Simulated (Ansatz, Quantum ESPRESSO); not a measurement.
# MgS (F-43m): phonons by linear response, part 4 of 4

How does MgS (F-43m) vibrate, and is this structure a minimum?

Quantum ESPRESSO 7.5; DFT LDA, scalar-relativistic, plane waves, GBRV ultrasoft pseudopotentials.

So far, lowest frequency on the path (cm⁻¹): step 13 (the dispersion under another sum rule (asr no)) -12.2.

## Step 15: Cross-check with Ansatz (continued)

Level of this step: DFT LDA, scalar-relativistic, plane waves, PAW (Ansatz).

Transverse modes. Infrared lines, with heights relative to the strongest:

```csv
position (cm⁻¹),label,"IR intensity ((D/Å)²/amu), degenerate modes summed, relative"
344,T2,100
```

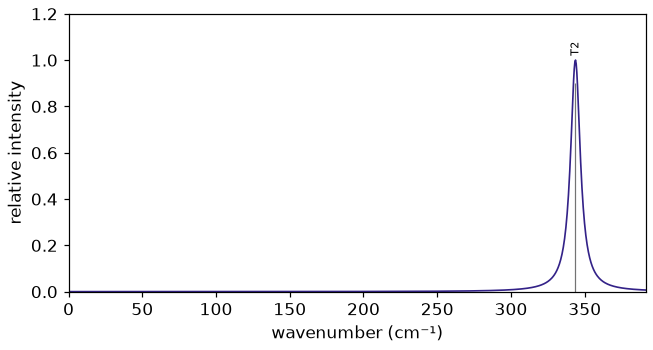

The infrared spectrum, broadened with Lorentzians of width 8 cm⁻¹; bars mark the lines.

## Step 16: The two compared: QE GBRV and Ansatz, PAW

Worked out from the results:

```
root-mean-square difference             : 0.59 cm⁻¹
largest difference                      : 1.42 cm⁻¹
root-mean-square difference on the path : 0.3 cm⁻¹
largest difference on the path          : 0.4 cm⁻¹
```

The 12 of 48 modes that differ most. Frequencies side by side:

```csv
q (reciprocal lattice),mode,QE GBRV (cm⁻¹),"Ansatz, PAW (cm⁻¹)"
0 0 0,1,-12.2,0
0 0 0,2,-12.2,0
0 0 0,3,-12.2,0
0 0 0.25,1,58.09,59.51
0 0 0.25,2,58.09,59.51
0 0 -0.5,1,77.52,78.67
0 0 -0.5,2,77.52,78.67
0 0.25 0.25,1,89.71,90.77
0 0.25 0.25,2,89.71,90.77
0 0.25 -0.5,1,103.6,104.6
0 0.25 -0.25,1,85.77,86.83
0 -0.5 -0.5,1,117.3,118.2
```

The two runs side by side. Further quantities:

```csv
quantity,QE GBRV,"Ansatz, PAW"
mean ε∞,4.212,4.193
"largest Born charge in size (e; the first before, the second after the charge sum rule)",1.874,1.87
```

The interpolated bands of the two lie on top of each other.

At the solved wavevectors the largest difference (acoustic modes at Γ apart) is 0.4 % of the highest mode, but 2 % of the mode at 58 cm⁻¹ on which it sits.

## Step 17: Summary of results

```
space group after relaxation                                       : F-43m
volume per atom                                                    : 21.9 Å³
gap on the k-mesh                                                  : 3.37 eV
highest optical zone-centre mode (no LO-TO term)                   : 344.1 cm⁻¹
highest mode moved by the LO-TO term                               : 431.5 cm⁻¹
mean high-frequency dielectric constant                            : 4.21
largest Born charge in size (third of the trace)                   : 1.87 e
mean static dielectric constant                                    : 6.62
q mesh                                                             : 4×4×4
lowest mode on the q mesh (acoustic ones at the zone centre apart) : 58.1 cm⁻¹
zero-point energy per atom                                         : 46.7 meV
heat capacity at 300 K                                             : 21.8 J/(mol atoms K)
vibrational entropy at 300 K                                       : 25.4 J/(mol atoms K)
imaginary modes on the q mesh                                      : none
largest difference from Ansatz, PAW                                : 1.42 cm⁻¹
```

In words: MgS (F-43m) is dynamically stable on the 4×4×4 mesh; its spectrum reaches 432 cm⁻¹. At the LDA level the optical modes of MgS (F-43m) at the zone centre (no LO-TO term) lie at 344 cm⁻¹. Along the directions run, the highest mode that the macroscopic field moves lies at 431 cm⁻¹. Lattice motion raises the mean dielectric constant from 4.212 to 6.623. The Born charge of Mg is 1.871 e against a formal charge of +2, close to the ionic value. The Lyddane-Sachs-Teller relation holds: (ωLO/ωTO)² is 1.57 and ε₀/ε∞ is 1.57. QE GBRV and Ansatz, PAW differ by 0.6 cm⁻¹ in the root mean square and by 1.4 cm⁻¹ at most, 0.4 % of the highest mode compared (acoustic modes at Γ left out; ph.x's values are those before the sum rule); the two use different potentials, and the cell was not relaxed for the second set. These are harmonic frequencies at zero temperature: anharmonic shifts and linewidths and thermal expansion are left out. The LDA runs differ in the fit of the correlation energy, Perdew-Zunger in some and Perdew-Wang in others. The structure comes from a database and need not be the phase that is stable at ambient conditions.

[Host names and launcher messages were left out of these logs when they were recorded.]

[Logs are printed without paths, hosts, clocks, repeated set-up lines and the standing remarks that a program may print on its own settings, such as how far it seeks lower states.]

[Hosts, paths, dates, database ids (printed as entryN), source tags and the programs' standing remarks are cut or masked in the printed files.]
